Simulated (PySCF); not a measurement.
# AlSiH4O (SMILES [AlH][O][SiH3]): levels of theory compared

Aim: a comparison of 6 runs (UHF/STO-3G, UHF/3-21G, UHF/def2-SVP, UB3LYP/6-31G*, UM06-2X/def2-SVP, U-r2SCAN/pcseg-2) of AlSiH4O. 

The results are computed with PySCF 2.14.0.

### Step 1. The system as given

AlSiH4O has 7 atoms, charge 0, and is taken as a doublet. SMILES: `[AlH][O][SiH3]`. Geometry: relaxed at PBE0-D4/def2-TZVP. This is one conformer, not always the lowest.

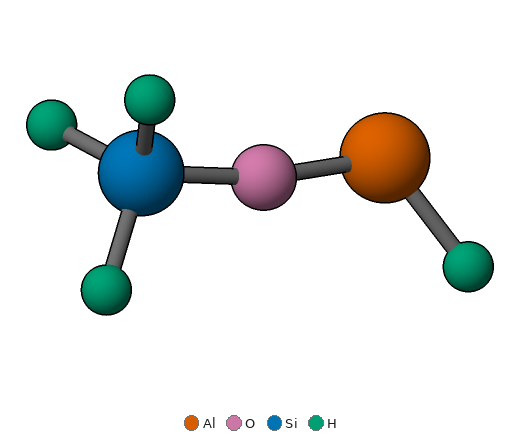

The structure, seen from a chosen angle (aluminium orange, oxygen pink, silicon blue, hydrogen teal).

### Step 2. Energy and forces at UHF/STO-3G (run 1)

Contents of run.py:

```python
# [AlH][O][SiH3]
import pyscf.grad
from pyscf import gto, scf

system = gto.Mole()
system.atom = '''
Al    -3.106143    -2.841581    -0.380024
O     -0.761560    -0.696553    -0.089384
Si     1.645762     1.072231     0.634570
H     -4.875682    -2.556422    -2.834967
H      2.275986     2.765803    -1.516883
H      1.048609     2.647884     2.884100
H      3.888678    -0.520053     1.216039
'''
system.verbose = 4
system.max_memory = 1860
system.basis = 'sto-3g'
system.unit = 'bohr'
system.spin = 1
system.build()

mf = scf.UHF(system)
mf.conv_tol = 1e-10
mf.kernel()
if not mf.converged:
    mf = mf.newton().run(mf.mo_coeff, mf.mo_occ)

e_tot = mf.e_tot
print('Final energy', e_tot)
grad = mf.Gradients().kernel()
dip = mf.dip_moment()
pop, q = mf.mulliken_pop()
```

Command:

```console
OMP_NUM_THREADS=1 python run.py
```

Output:

```text
PySCF version 2.14.0

[... 91 lines left out ...]
converged SCF energy = -600.762811623311  <S^2> = 0.76139061  2S+1 = 2.0113584
Final energy -600.7628116233107
[... 13 lines left out ...]
Dipole moment(X, Y, Z, Debye): -0.47560, -1.52479,  1.21601
[... 13 lines left out ...]
charge of  6H =     -0.19286  (     0.59506      0.59780 )
```

It took 1.1 s on 1 thread of Arm Neoverse V1, shared host; peak memory 0.12 GiB.

### Step 3. Energy and gradient at UHF/3-21G (run 2)

Contents of input.xyz:

```xyz
7

Al    -1.643700    -1.503700    -0.201100
O     -0.403000    -0.368600    -0.047300
Si     0.870900     0.567400     0.335800
H     -2.580100    -1.352800    -1.500200
H      1.204400     1.463600    -0.802700
H      0.554900     1.401200     1.526200
H      2.057800    -0.275200     0.643500
```

Contents of input.py:

```python
# [AlH][O][SiH3]
import pyscf.grad
from pyscf import gto, scf

mol = gto.M(
    atom='input.xyz',
    verbose=3,
    max_memory=1860,
    basis='3-21g',
    spin=1,
)

myscf = scf.UHF(mol)
myscf.conv_tol = 1e-10
myscf.kernel()
if not myscf.converged:
    myscf = myscf.newton().run(myscf.mo_coeff, myscf.mo_occ)

e_tot = myscf.e_tot
print('Final energy', e_tot)
grad = myscf.Gradients().kernel()
dip = myscf.dip_moment()
pop, q = myscf.mulliken_pop()
```

Command:

```console
OMP_NUM_THREADS=1 python input.py
```

Output:

```text
converged SCF energy = -604.814753264044  <S^2> = 0.7566437  2S+1 = 2.0066327
Final energy -604.8147532640438
--------------- UHF gradients ---------------
         x                y                z
0 Al    -0.0035189478    -0.0042636256     0.0005531697
1 O     0.0161436877     0.0162775473     0.0003528204
2 Si    -0.0086041060    -0.0088639351     0.0000690508
3 H     0.0027354009     0.0011044198     0.0019236237
4 H    -0.0025777579    -0.0014137708    -0.0014985880
5 H    -0.0024206653    -0.0011621064    -0.0005558117
6 H    -0.0017576116    -0.0016785293    -0.0008442649
----------------------------------------------
Dipole moment(X, Y, Z, Debye): -0.15218, -0.78347,  0.72371
 ** Mulliken pop       alpha | beta **
pop of  0 Al 1s        0.99950 | 0.99936
pop of  0 Al 2s        0.99308 | 0.98904
pop of  0 Al 3s        0.35681 | 0.24017
pop of  0 Al 4s        0.39787 | 0.14078
pop of  0 Al 2px       0.97973 | 0.98028
pop of  0 Al 2py       0.98110 | 0.97854
[... 36 lines of this table left out ...]
pop of  6 H 2s        0.40959 | 0.41050
In total            20.00000 | 19.00000
 ** Mulliken atomic charges   ( Nelec_alpha | Nelec_beta ) **
charge of  0Al =      0.85713  (     6.46364      5.67923 )
charge of  1O =     -1.09011  (     4.55756      4.53256 )
charge of  2Si =      1.25306  (     6.36993      6.37701 )
charge of  3H =     -0.26676  (     0.73210      0.53466 )
charge of  4H =     -0.24772  (     0.62551      0.62222 )
charge of  5H =     -0.25209  (     0.62524      0.62684 )
charge of  6H =     -0.25351  (     0.62602      0.62749 )
```

It took 1.2 s on 1 thread of Arm Neoverse V1, shared host; peak memory 0.12 GiB.

Runs 3 to 5 aren't shown in full; the table further down has their settings and results.

### Step 4. Energy and forces at U-r2SCAN/pcseg-2 (run 6)

Contents of input.py:

```python
from pyscf import gto, dft

molecule = gto.M(
    atom='''
Al    -3.106143    -2.841581    -0.380024
O     -0.761560    -0.696553    -0.089384
Si     1.645762     1.072231     0.634570
H     -4.875682    -2.556422    -2.834967
H      2.275986     2.765803    -1.516883
H      1.048609     2.647884     2.884100
H      3.888678    -0.520053     1.216039
''',
    basis='pcseg-2',
    spin=1,
    verbose=4,
    unit='bohr',
    max_memory=1860,
    charge=0,
)

calc0 = dft.UKS(molecule, xc='r2scan')
calc0.grids.level = 5
calc0.conv_tol = 1e-10
calc0.kernel()
if not calc0.converged:
    calc0 = calc0.newton().run(calc0.mo_coeff, calc0.mo_occ)

e_final = calc0.e_tot
print(f'total energy: {e_final:.8f} hartree')
grad = calc0.nuc_grad_method().kernel()
calc0.analyze()
```

Command:

```console
OMP_NUM_THREADS=1 python input.py
```

Output:

```text
PySCF version 2.14.0

[... 59 lines left out ...]
WARN: HOMO -0.161631585945527 >= LUMO -0.161631585945523
[... 67 lines left out ...]
Total Energy =                        -609.558784304750588
[... 2 lines left out ...]
Two-electron Energy =                  365.871316000595300
[... 5 lines left out ...]
MO #1   energy= -65.801539954195   | -65.8015169623838  occ= 1 | 1
[... 3 lines left out ...]
MO #154 energy= 15.9410829603509   | 15.9413532896209   occ= 0 | 0
[... 182 lines left out ...]
Dipole moment(X, Y, Z, Debye): -0.29525, -0.64447,  0.40337
```

Run time: 4 min. Hardware: 1 thread of Arm Neoverse V1, shared host; peak memory 1.9 GiB.

### Step 5. The series

```csv
run,level,Cartesian functions,integration grid,energy (Eh),dipole moment (D),HOMO energy (eV),LUMO energy (eV),wall time
1,UHF/STO-3G,no,–,-600.762812,2.01,-4.35,7.58,1.1 s
2,UHF/3-21G,no,–,-604.814753,1.08,-8.05,1.02,1.2 s
3,UHF/def2-SVP,no,–,-607.871066,1.02,-8.33,1.01,3.3 s
4,UB3LYP/6-31G* (Cartesian functions),yes,5,-609.591285,0.62,-5.41,-2.61,25 s
5,UM06-2X/def2-SVP,no,5,-609.288547,0.86,-6.49,-2.38,56 s
6,U-r2SCAN/pcseg-2,no,5,-609.558784,0.82,-5.05,-2.71,4 min
```

### Step 6. What came out

| quantity | value |
| --- | --- |
| run 6: total energy | -609.55878 Eh |
| run 6: dipole moment | 0.82 D |
| run 6: HOMO energy (highest over α and β) | -5.05 eV |
| run 6: LUMO energy (lowest over α and β) | -2.71 eV |
| run 6: ⟨S²⟩ | 0.754 |
| run 6: largest force on an atom | 0.062 eV/Å |

**Reading.** The dipole moment (its size) runs from 0.62 D (UB3LYP/6-31G*) to 2.01 D (UHF/STO-3G). The two ends differ in method and basis. Totals of different functionals can't be ranked against each other. In run 1 the basis is minimal, so the values are rough. All runs together took 5.5 min, the longest 4 min.
